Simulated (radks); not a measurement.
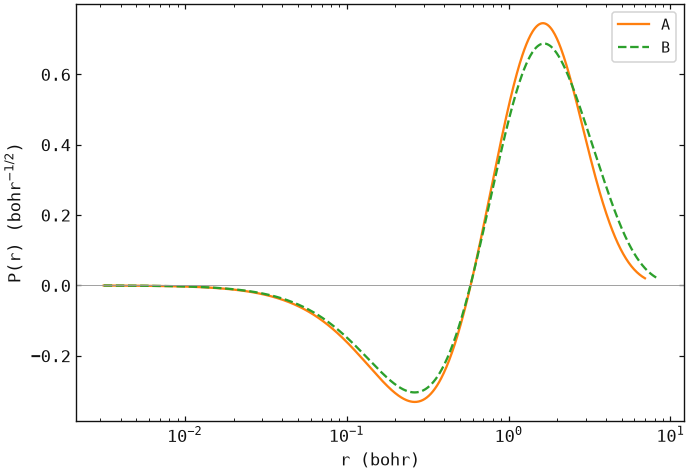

The S⁻ ion in [Ne] 3s2 3p5 was computed in two surroundings: the Watson sphere of radius 1.92 bohr; the Watson sphere of radius 3.92 bohr. All numbers are computed, not measured: non-relativistic Kohn-Sham, PBE, spin-unpolarised, spherical densities, point nucleus (the in-house radial solver radks).

The plot shows P(r) = r R(r) of the 3p orbital in both runs.

Q: Assign A and B.

Answer: A is the Watson sphere of radius 1.92 bohr (⟨r⟩ = 2.02 bohr, eigenvalue −9.84 eV); B is the Watson sphere of radius 3.92 bohr (⟨r⟩ = 2.26 bohr, eigenvalue −6.67 eV). The smaller sphere makes the deeper well for the outer electrons.
